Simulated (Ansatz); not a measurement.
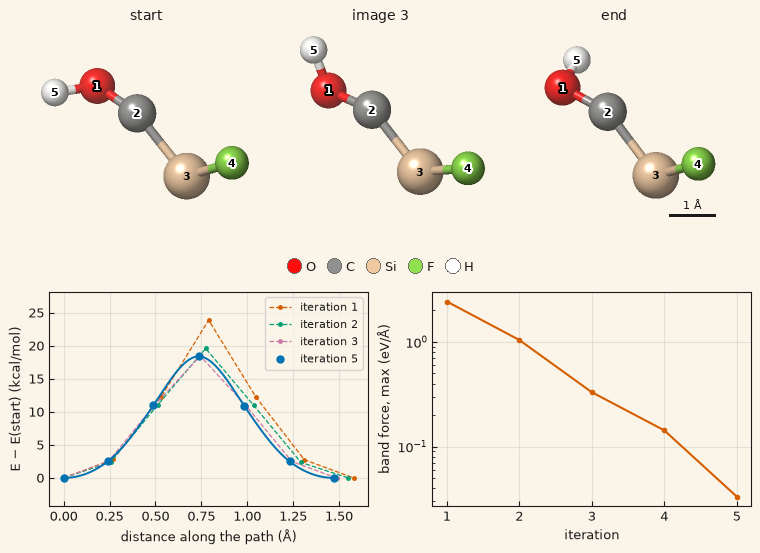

A search for the minimum-energy path of CHFOSi by the nudged elastic band. Images are numbered from 0 (start) to 6 (end). The plot follows the band through its iterations. A ball-and-stick model, seen from a free direction.

Theory: Ansatz 0.2.0, RKS PBE/def2-SVP.

The input:
```yaml
crystal:
  periodic: [false, false, false]
  atoms:
    - { symbol: O, position_ang: [0.503464, 1.415662, 0.45171] }
    - { symbol: C, position_ang: [0.059677, 0.227637, 0.222234] }
    - { symbol: Si, position_ang: [0.257159, -1.325957, -0.587009] }
    - { symbol: F, position_ang: [-0.844685, -2.415774, -0.001918] }
    - { symbol: H, position_ang: [0.024384, 2.098432, -0.085017] }
basis:
  gaussian: { orbitals: def2-SVP }
hamiltonian:
  xc: pbe
neb:
  order_check: false
  images: 5
  f_tol: 0.05
  max_iterations: 60
  initial_path: idpp
  spring: 0.5
  final_atoms:
    - { symbol: O, position_ang: [0.05665334, 1.55757048, -0.18507195] }
    - { symbol: C, position_ang: [-0.13689106, 0.28975473, -0.05703451] }
    - { symbol: Si, position_ang: [0.35950771, -1.3574951, -0.44014004] }
    - { symbol: F, position_ang: [-0.79048392, -2.43282013, 0.07442457] }
    - { symbol: H, position_ang: [0.51121293, 1.94299002, 0.60782193] }
```

Run as
```bash
ansatz run input.yaml --threads 1 --pin off --max-ram 2048MiB --backend cpu --events-out ev --progress --plain --runs-dir out
```

> Judge this run.

The run is converged, with reservations. The band converged in 5 iterations. The largest component of the band force went from 2.4 to 0.033 eV/Å. The climbing image converged on the top of the path. Its curvatures weren't checked. The first iteration put the highest image at 23.9 kcal/mol. The two ends have the same energy, and the highest point, image 3, lies 18.4 kcal/mol above the start.
